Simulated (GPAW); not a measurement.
# C/Au(110) in an electric field

Aim: the dipole that a field along the normal induces in C/Au(110).

Program: GPAW 26.7.0. Level of theory: GPAW, PAW setups; slab in vacuum, relaxation, in the first sound run; inputs show where later runs differ. Results are calculated unless marked as measured.

## (1) Set-up

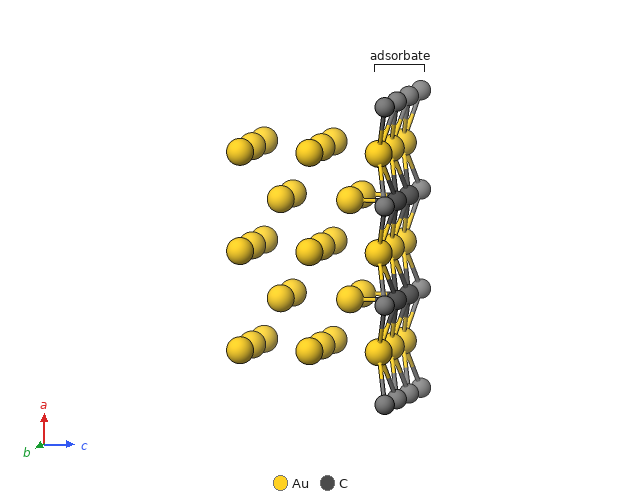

The starting structure, seen from the side, with the c axis across the page (gold yellow, carbon dark grey). 2×2×1 cells are drawn. Some periodic images of atoms are drawn too.

The cell holds 6 atoms: 5 Au and 1 C. Its edges and angles: a = 4.080 Å, b = 2.885 Å, c = 20.270 Å, α = 90.0°, β = 90.0°, γ = 90.0°. Vacuum lies along c.

As a file:

```cif
data_structure
_symmetry_space_group_name_H-M 'P 1'
_symmetry_Int_Tables_number 1
_cell_length_a 4.0800
_cell_length_b 2.8850
_cell_length_c 20.2700
_cell_angle_alpha 90.000
_cell_angle_beta 90.000
_cell_angle_gamma 90.000
_cell_volume 238.59
loop_
_atom_site_label
_atom_site_type_symbol
_atom_site_fract_x
_atom_site_fract_y
_atom_site_fract_z
_atom_site_occupancy
Au1 Au 0.00000 0.00000 0.34534 1
Au2 Au 0.50000 0.50000 0.41650 1
Au3 Au 0.00000 0.00000 0.48767 1
Au4 Au 0.50000 0.50000 0.55883 1
Au5 Au 0.00000 0.00000 0.62999 1
C6 C 0.50000 0.50000 0.65466 1
```

## (2) Relaxing the atoms

Forces are removed first; all later runs use this geometry. The lowest 2 atoms are held at bulk positions and keep their forces.

run.py

```python
import json
import numpy as np
from ase import Atoms
from ase.constraints import FixAtoms
from ase.optimize import BFGS
from gpaw import GPAW, PW

slab = Atoms(
    ['Au', 'Au', 'Au', 'Au', 'Au', 'C'],
    positions=[
        [0.00000, 0.00000, 7.00000],
        [2.04000, 1.44250, 8.44250],
        [0.00000, 0.00000, 9.88500],
        [2.04000, 1.44250, 11.32749],
        [0.00000, 0.00000, 12.76999],
        [2.04000, 1.44250, 13.26999]],
    cell=[[4.08, 0.0, 0.0], [0.0, 2.885, 0.0], [0.0, 0.0, 20.26999]],
    pbc=[True, True, False])

slab.calc = GPAW(mode=PW(500), xc='PBE', kpts={'size': (8, 11, 1), 'gamma': True},
                 occupations={'name': 'fermi-dirac', 'width': 0.1}, nbands='160%',
                 convergence={'density': 1e-05}, maxiter=200,
                 poissonsolver={'dipolelayer': 'xy'},
                 symmetry={'tolerance': 1e-3, 'extra_ids': [1, 1, 0, 0, 0, 0]}, txt='slab.txt')
result = {}
slab.set_constraint(FixAtoms([0, 1]))
path = []
opt = BFGS(slab, maxstep=0.2)
opt.attach(lambda: path.append((slab.get_potential_energy(), slab.positions.tolist(), slab.get_forces().tolist())))
result['relaxed'] = bool(opt.run(fmax=0.03, steps=40))
result['path'] = path
energy = slab.get_potential_energy()
fermi = slab.calc.get_fermi_level()
v = slab.calc.get_electrostatic_potential().mean((0, 1)) - fermi
n = slab.calc.get_pseudo_density().mean((0, 1))
L = slab.cell[2, 2]
z = np.arange(len(v)) * L / len(v)
low, high = slab.positions[:, 2].min(), slab.positions[:, 2].max()
below, above = np.interp([low - 4.8, high + 4.8], z, v)
slopes = [np.interp(x, z, np.gradient(v, z)) for x in (low - 4.8, high + 4.8)]
eps = np.array([[slab.calc.get_eigenvalues(k, s) for k in range(len(slab.calc.get_ibz_k_points()))]
                for s in range(slab.calc.get_number_of_spins())]) - fermi
top, bottom = eps[eps < 0].max(), eps[eps > 0].min()
dipole = slab.get_dipole_moment()[2]
print(f'energy {energy:.4f} eV, Fermi level {fermi:.4f} eV, dipole {dipole:.5f} e A')
print(f'potential 4.8 A off the faces, from the Fermi level: lower {below:.4f} eV, upper {above:.4f} eV')
print(f'slope of the potential there: lower {slopes[0]:.5f}, upper {slopes[1]:.5f} eV/A')
print(f'nearest levels on the mesh: {top:.4f} and {bottom:.4f} eV')
print('magnetic moment', round(slab.get_magnetic_moment(), 3))
result.update(energy=energy, fermi=fermi, dipole=dipole, below=below, above=above, slopes=slopes, edges=[top, bottom],
              z=z.tolist(), v=v.tolist(), n=n.tolist(), positions=slab.positions.tolist(),
              forces=slab.get_forces(apply_constraint=False).tolist(), moments=slab.get_magnetic_moments().tolist())
json.dump(result, open('result.json', 'w'))
```

Launch:

```console
$ OMP_NUM_THREADS=1 OPENBLAS_NUM_THREADS=1 python run.py
```

The program printed:

```text
Step          Energy          fmax
BFGS:    0      -18.858042        1.955322
BFGS:    1      -18.962975        1.278776
BFGS:    2      -19.052798        1.039272
BFGS:    3      -19.088490        0.878488
BFGS:    4      -19.131954        0.968305
BFGS:    5      -19.196278        1.162751
BFGS:    6      -19.289772        1.166002
BFGS:    7      -19.377081        1.073395
BFGS:    8      -19.448447        0.916995
BFGS:    9      -19.486515        0.479661
BFGS:   10      -19.506143        0.423508
BFGS:   11      -19.512806        0.345322
BFGS:   12      -19.516205        0.288978
BFGS:   13      -19.526942        0.181004
BFGS:   14      -19.530171        0.137109
BFGS:   15      -19.531210        0.110208
BFGS:   16      -19.531916        0.119803
BFGS:   17      -19.533421        0.133522
BFGS:   18      -19.535320        0.112731
BFGS:   19      -19.536628        0.057500
BFGS:   20      -19.536995        0.009920
energy -19.4934 eV, Fermi level 0.4439 eV, dipole -0.03024 e A
potential 4.8 A off the faces, from the Fermi level: lower 5.1242 eV, upper 5.5863 eV
slope of the potential there: lower -0.00017, upper 0.00010 eV/A
nearest levels on the mesh: -0.0196 and 0.0108 eV
magnetic moment 0.0
```

Wall time 73 min (1 thread of Arm Neoverse V1, shared host); peak memory 0.39 GiB.

Step by step:

| step | energy less that of the first step (eV) | largest force (eV/Å) |
| --- | --- | --- |
| 1 | 0.0000 | 1.9553 |
| 2 | -0.1044 | 1.2788 |
| 3 | -0.1934 | 1.0393 |
| 4 | -0.2285 | 0.8785 |
| 5 | -0.2710 | 0.9683 |
| 6 | -0.3337 | 1.1628 |
| 7 | -0.4248 | 1.1660 |
| 8 | -0.5102 | 1.0734 |
| 9 | -0.5820 | 0.9170 |
| 10 | -0.6226 | 0.4797 |
| 11 | -0.6417 | 0.4235 |
| 12 | -0.6479 | 0.3453 |
| 13 | -0.6510 | 0.2890 |
| 14 | -0.6609 | 0.1810 |
| 15 | -0.6639 | 0.1371 |
| 16 | -0.6650 | 0.1102 |
| 17 | -0.6658 | 0.1198 |
| 18 | -0.6675 | 0.1335 |
| 19 | -0.6696 | 0.1127 |
| 20 | -0.6709 | 0.0575 |
| 21 | -0.6713 | 0.0099 |

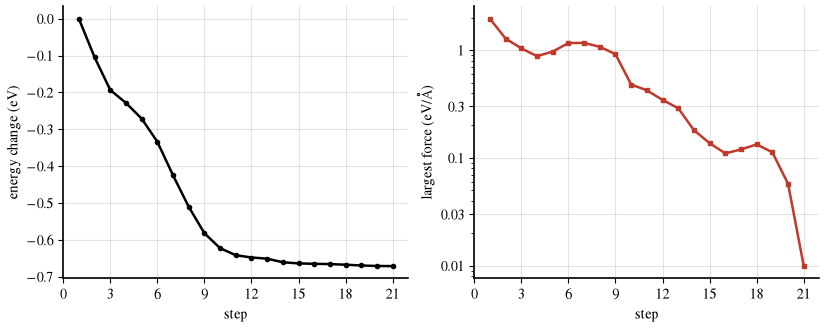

Energy and largest force along the relaxation.

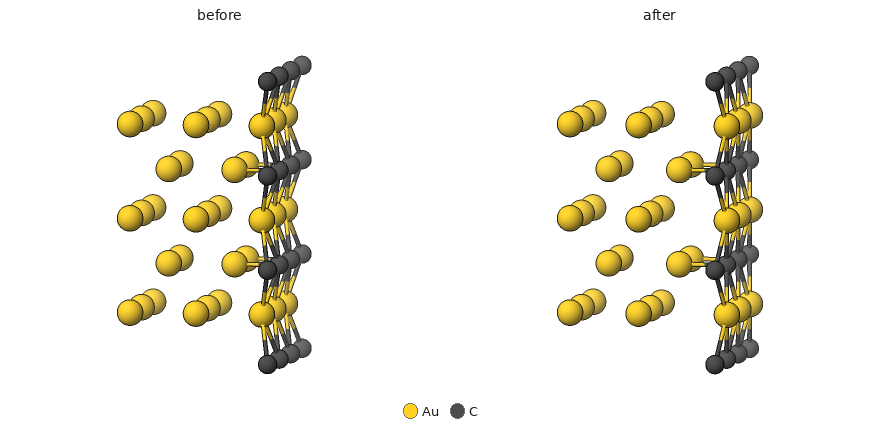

The structure before and after the relaxation, drawn at the same scale.

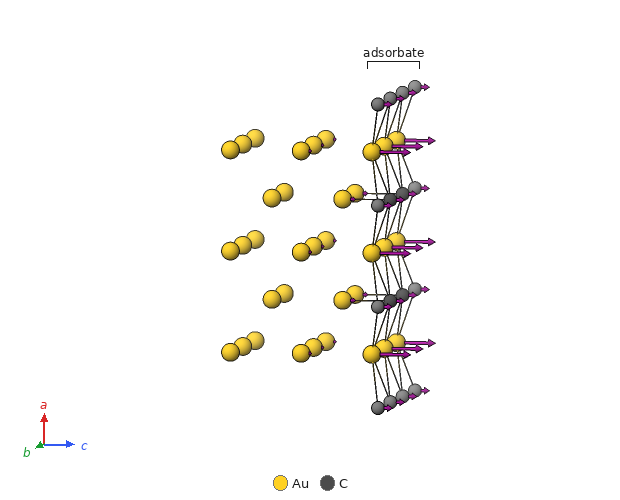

Displacements in the relaxation, exaggerated; the longest in the cell stands for 1.10 Å. 2×2×1 cells are drawn. Some periodic images of atoms are drawn too.

The atoms that moved most (Å):

| atom | dx | dy | dz | length |
| --- | --- | --- | --- | --- |
| Au5 | 0.000 | 0.000 | 1.095 | 1.095 |
| C6 | 0.000 | 0.000 | 0.321 | 0.321 |
| Au4 | 0.000 | 0.000 | 0.203 | 0.203 |
| Au3 | 0.000 | 0.000 | 0.116 | 0.116 |

Final coordinates:

```xyz
6
Lattice="4.0800 0.0000 0.0000 0.0000 2.8850 0.0000 0.0000 0.0000 20.2700" Properties=species:S:1:pos:R:3
Au    0.0000    0.0000    7.0000
Au    2.0400    1.4425    8.4425
Au    0.0000    0.0000   10.0009
Au    2.0400    1.4425   11.5301
Au    0.0000    0.0000   13.8650
C     2.0400    1.4425   13.5913
```

Numbers from this step:

```yaml
dipole_along_the_normal: -0.03024 e·Å
levels_nearest_the_fermi_level_on_the_mesh: -0.01963, 0.01077 eV from the Fermi level
upper_work_function: 5.586 eV
lower_work_function: 5.124 eV
```

The electrostatic potential energy of an electron (without an applied field's), less the Fermi level, planar mean oscillates, so the rows of the table below give means over windows of 1.54 Å about each position, cut where the curve ends. Its maxima inside the range that stand out by 2 % of the span (Å: eV): 7.7: -5.83, 9.3: -4.51, 10.8: -5.09, 12.6: 1.62. Its minima: 7.0: -12.7, 8.4: -13.2, 10.0: -13.2, 11.5: -12.9, 13.7: -20.0.

Table of electrostatic potential energy of an electron (without an applied field's), less the Fermi level, planar mean by z; means over each step:

| z (Å) | electrostatic potential energy of an electron (without an applied field's), less the Fermi level, planar mean (eV) |
| --- | --- |
| 0.77 | 5.15 |
| 2.31 | 5.12 |
| 3.85 | 5.11 |
| 5.39 | 4.22 |
| 6.93 | -7.63 |
| 8.47 | -8.99 |
| 10.01 | -8.91 |
| 11.55 | -8.02 |
| 13.09 | -6.71 |
| 14.63 | -2.72 |
| 16.17 | 5.47 |
| 17.71 | 5.59 |
| 19.25 | 5.58 |

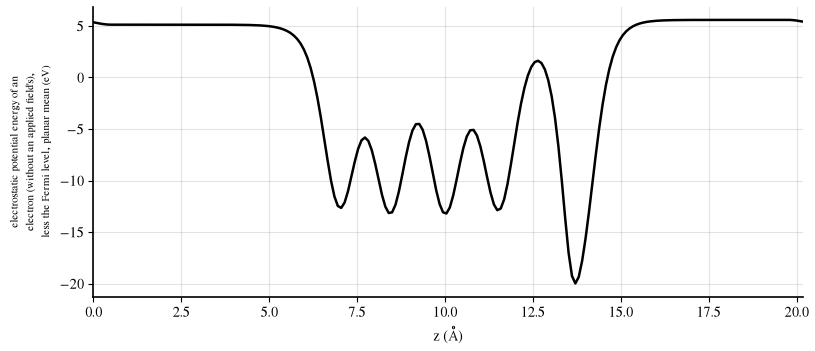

Electrostatic potential energy of an electron (without an applied field's), less the Fermi level, planar mean against z.

The pseudo valence density, planar mean oscillates, so the rows of the table below give means over windows of 1.54 Å about each position, cut where the curve ends. Its maxima inside the range that stand out by 2 % of the span (Å: e/Å³): 6.9: 0.803, 8.5: 0.831, 10.0: 0.829, 11.6: 0.804, 13.9: 0.996. Its minima: 7.7: 0.488, 9.3: 0.433, 10.8: 0.439, 12.5: 0.207.

Table of pseudo valence density, planar mean by z; means over each step:

| z (Å) | pseudo valence density, planar mean (e/Å³) |
| --- | --- |
| 2.31 | 7.9e-6 |
| 3.85 | 5.3e-4 |
| 5.39 | 0.0433 |
| 6.93 | 0.557 |
| 8.47 | 0.618 |
| 10.01 | 0.605 |
| 11.55 | 0.558 |
| 13.09 | 0.498 |
| 14.63 | 0.369 |
| 16.17 | 0.00594 |
| 17.71 | 6.2e-5 |

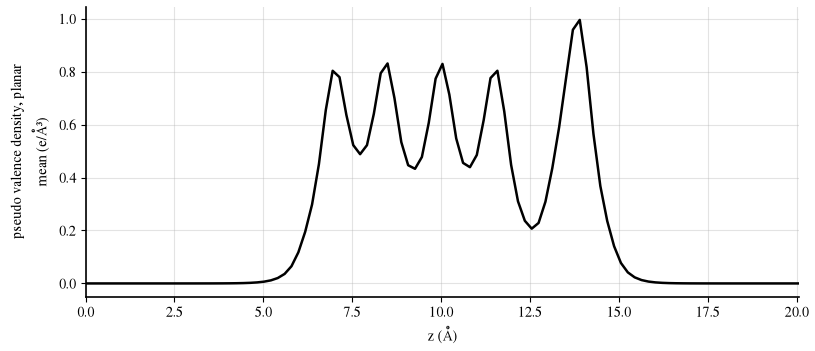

Pseudo valence density, planar mean, plotted against z.

The relaxation lowered the energy of the cell by 0.671 eV (energies extrapolated to zero smearing; the optimiser's log prints free energies). The largest force left on a free atom is 0.0099 eV/Å.

## (3) Plane waves, PBE

With the geometry fixed, the planar mean of the potential gives the vacuum level on each side.

This step: GPAW, PAW setups; slab in vacuum (GPAW 26.7.0).

run.py, as its differences from that of step 2:

```diff
@@ -3,4 +3,2 @@
 from ase import Atoms
-from ase.constraints import FixAtoms
-from ase.optimize import BFGS
 from gpaw import GPAW, PW
@@ -12,6 +10,6 @@
         [2.04000, 1.44250, 8.44250],
-        [0.00000, 0.00000, 9.88500],
-        [2.04000, 1.44250, 11.32749],
-        [0.00000, 0.00000, 12.76999],
-        [2.04000, 1.44250, 13.26999]],
+        [0.00000, 0.00000, 10.00087],
+        [2.04000, 1.44250, 11.53014],
+        [0.00000, -0.00000, 13.86500],
+        [2.04000, 1.44250, 13.59126]],
     cell=[[4.08, 0.0, 0.0], [0.0, 2.885, 0.0], [0.0, 0.0, 20.26999]],
@@ -23,10 +21,4 @@
                  poissonsolver={'dipolelayer': 'xy'},
-                 symmetry={'tolerance': 1e-3, 'extra_ids': [1, 1, 0, 0, 0, 0]}, txt='slab.txt')
+                 symmetry={'tolerance': 1e-3}, txt='slab.txt')
 result = {}
-slab.set_constraint(FixAtoms([0, 1]))
-path = []
-opt = BFGS(slab, maxstep=0.2)
-opt.attach(lambda: path.append((slab.get_potential_energy(), slab.positions.tolist(), slab.get_forces().tolist())))
-result['relaxed'] = bool(opt.run(fmax=0.03, steps=40))
-result['path'] = path
 energy = slab.get_potential_energy()
```

The program printed:

```text
energy -19.4934 eV, Fermi level 0.4439 eV, dipole -0.03029 e A
potential 4.8 A off the faces, from the Fermi level: lower 5.1242 eV, upper 5.5864 eV
slope of the potential there: lower -0.00019, upper 0.00010 eV/A
nearest levels on the mesh: -0.0196 and 0.0108 eV
magnetic moment 0.0
```

It took 5.7 min on 1 thread; peak memory 0.38 GiB.

Numbers from this step:

```
dipole along the normal                    : -0.03029 e·Å
levels nearest the Fermi level on the mesh : -0.01957, 0.01084 eV from the Fermi level
```

The electrostatic potential energy of an electron (without an applied field's), less the Fermi level, planar mean oscillates, so the rows of the table below give means over windows of 1.54 Å about each position, cut where the curve ends. Its maxima inside the range that stand out by 2 % of the span (Å: eV): 7.7: -5.83, 9.3: -4.51, 10.8: -5.09, 12.6: 1.62. Its minima: 7.0: -12.7, 8.4: -13.2, 10.0: -13.2, 11.5: -12.9, 13.7: -20.0.

Electrostatic potential energy of an electron (without an applied field's), less the Fermi level, planar mean against z; means over each step:

(Unchanged from step 2.)

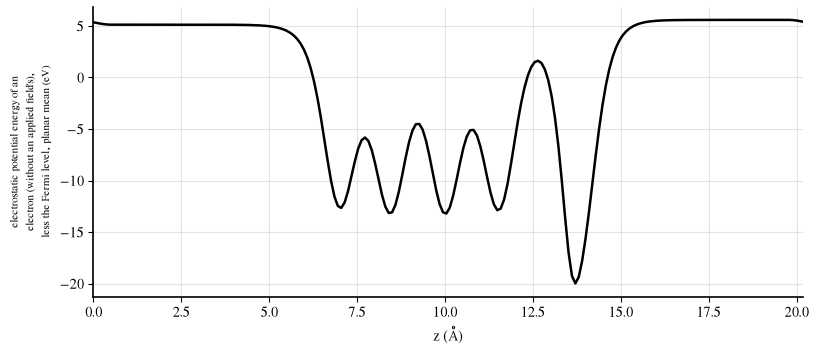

Electrostatic potential energy of an electron (without an applied field's), less the Fermi level, planar mean, plotted against z.

The pseudo valence density, planar mean oscillates, so the rows of the table below give means over windows of 1.54 Å about each position, cut where the curve ends. Its maxima inside the range that stand out by 2 % of the span (Å: e/Å³): 6.9: 0.803, 8.5: 0.831, 10.0: 0.829, 11.6: 0.804, 13.9: 0.996. Its minima: 7.7: 0.488, 9.3: 0.433, 10.8: 0.439, 12.5: 0.207.

Pseudo valence density, planar mean against z; means over each step:

| z (Å) | pseudo valence density, planar mean (e/Å³) |
| --- | --- |
| 2.31 | 8.0e-6 |
| 3.85 | 5.3e-4 |
| 5.39 | 0.0433 |
| 6.93 | 0.557 |
| 8.47 | 0.618 |
| 10.01 | 0.605 |
| 11.55 | 0.558 |
| 13.09 | 0.498 |
| 14.63 | 0.369 |
| 16.17 | 0.00594 |
| 17.71 | 6.2e-5 |

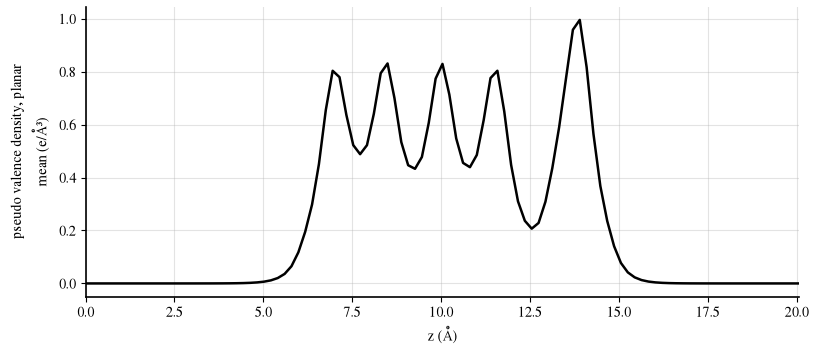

Pseudo valence density, planar mean, plotted against z.

The potential is flat to 1.9e-4 eV/Å where it is read, so the vacuum is wide enough.

## (4) In a field

A uniform field along the normal polarises the slab; the atoms stay fixed, so this is the electronic response alone.

run.py, as its differences from that of step 3:

```diff
@@ -4,2 +4,3 @@
 from gpaw import GPAW, PW
+from gpaw.external import ConstantElectricField
 
@@ -21,2 +22,3 @@
                  poissonsolver={'dipolelayer': 'xy'},
+                 external=ConstantElectricField(-0.2, [0, 0, 1]),
                  symmetry={'tolerance': 1e-3}, txt='slab.txt')
```

The program printed:

```text
energy -19.5117 eV, Fermi level 0.4155 eV, dipole -0.15190 e A
potential 4.8 A off the faces, from the Fermi level: lower 4.2401 eV, upper 6.5752 eV
slope of the potential there: lower -0.00010, upper 0.00015 eV/A
nearest levels on the mesh: -0.0245 and 0.0023 eV
magnetic moment 0.0
```

Elapsed: 6.2 min, on 1 thread; peak memory 0.51 GiB.

Numbers from this step:

| Property | Result |
| --- | --- |
| dipole along the normal | -0.1519 e·Å |
| levels nearest the Fermi level on the mesh | -0.02453, 0.002262 eV from the Fermi level |
| potential below the slab, the applied field's own ramp left out | 4.240 eV from the Fermi level |
| potential above the slab, the applied field's own ramp left out | 6.575 eV from the Fermi level |

The electrostatic potential energy of an electron (without an applied field's), less the Fermi level, planar mean oscillates, so the rows of the table below give means over windows of 1.69 Å about each position, cut where the curve ends. Its maxima inside the range that stand out by 2 % of the span (Å: eV): 7.7: -6.30, 9.3: -4.68, 10.8: -4.95, 12.6: 2.12, 19.8: 6.58. Its minima: 7.0: -13.3, 8.4: -13.5, 10.0: -13.2, 11.5: -12.6, 13.7: -19.3.

Table of electrostatic potential energy of an electron (without an applied field's), less the Fermi level, planar mean by z; means over each step:

| z (Å) | electrostatic potential energy of an electron (without an applied field's), less the Fermi level, planar mean (eV) |
| --- | --- |
| 0.84 | 4.37 |
| 2.54 | 4.24 |
| 4.23 | 4.21 |
| 5.92 | 0.289 |
| 7.61 | -10.2 |
| 9.30 | -9.20 |
| 10.99 | -8.95 |
| 12.68 | -3.05 |
| 14.37 | -6.03 |
| 16.05 | 6.38 |
| 17.75 | 6.57 |
| 19.44 | 6.50 |

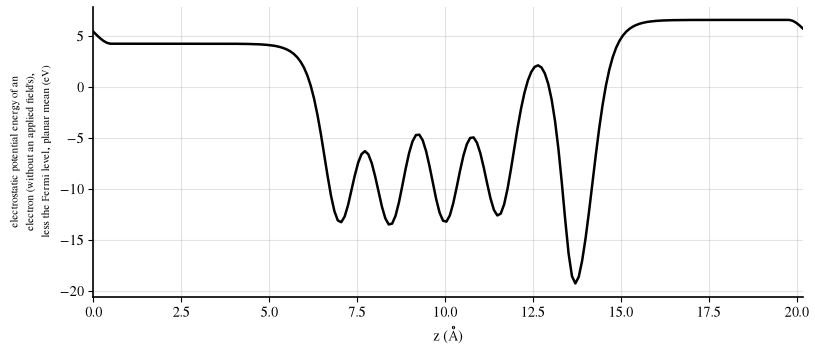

Electrostatic potential energy of an electron (without an applied field's), less the Fermi level, planar mean, plotted against z.

The dipole is now -0.152 e Å, against -0.030 in the run without a field.

## (5) In a field

run.py, as its differences from that of step 4:

```diff
@@ -22,3 +22,3 @@
                  poissonsolver={'dipolelayer': 'xy'},
-                 external=ConstantElectricField(-0.2, [0, 0, 1]),
+                 external=ConstantElectricField(-0.1, [0, 0, 1]),
                  symmetry={'tolerance': 1e-3}, txt='slab.txt')
```

The program printed:

```text
energy -19.4995 eV, Fermi level 0.4301 eV, dipole -0.09101 e A
potential 4.8 A off the faces, from the Fermi level: lower 4.6810 eV, upper 6.0801 eV
slope of the potential there: lower -0.00013, upper 0.00012 eV/A
nearest levels on the mesh: -0.0220 and 0.0066 eV
magnetic moment 0.0
```

Run time: 7.1 min. Hardware: 1 thread; peak memory 0.51 GiB.

Numbers from this step:

```yaml
dipole_along_the_normal: -0.09101 e·Å
levels_nearest_the_fermi_level_on_the_mesh: -0.02200, 0.006587 eV from the Fermi level
potential_below_the_slab_the_applied_field_s_own_ramp_left_out: 4.681 eV from the Fermi level
potential_above_the_slab_the_applied_field_s_own_ramp_left_out: 6.080 eV from the Fermi level
```

The electrostatic potential energy of an electron (without an applied field's), less the Fermi level, planar mean oscillates, so the rows of the table below give means over windows of 1.54 Å about each position, cut where the curve ends. Its maxima inside the range that stand out by 2 % of the span (Å: eV): 7.7: -6.06, 9.3: -4.60, 10.8: -5.02, 12.6: 1.87. Its minima: 7.0: -13.0, 8.4: -13.3, 10.0: -13.2, 11.5: -12.7, 13.7: -19.6.

Electrostatic potential energy of an electron (without an applied field's), less the Fermi level, planar mean against z; means over each step:

| z (Å) | electrostatic potential energy of an electron (without an applied field's), less the Fermi level, planar mean (eV) |
| --- | --- |
| 0.77 | 4.77 |
| 2.31 | 4.68 |
| 3.85 | 4.67 |
| 5.39 | 3.80 |
| 6.93 | -7.95 |
| 8.47 | -9.15 |
| 10.01 | -8.92 |
| 11.55 | -7.88 |
| 13.09 | -6.42 |
| 14.63 | -2.28 |
| 16.17 | 5.96 |
| 17.71 | 6.08 |
| 19.25 | 6.07 |

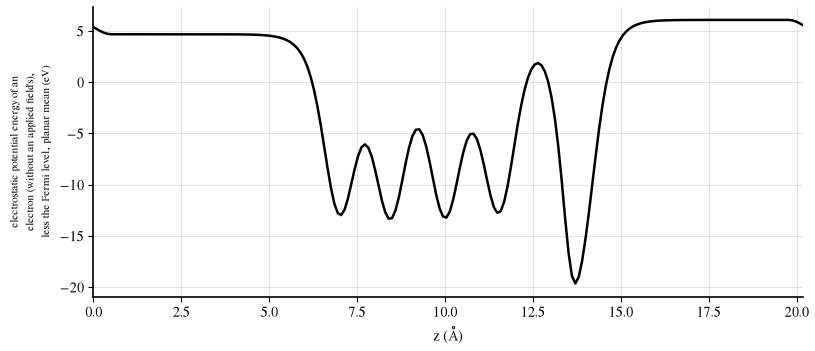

Electrostatic potential energy of an electron (without an applied field's), less the Fermi level, planar mean, plotted against z.

The dipole is now -0.0910 e Å, against -0.030 in the run without a field.

[end of part 1 of 2]

[Logs are printed without paths, hosts, clocks, repeated set-up lines and the standing remarks that a program may print on its own settings, such as how far it seeks lower states.]

[Hosts, paths, dates, database ids (printed as entryN), source tags and the programs' standing remarks are cut or masked in the printed files.]
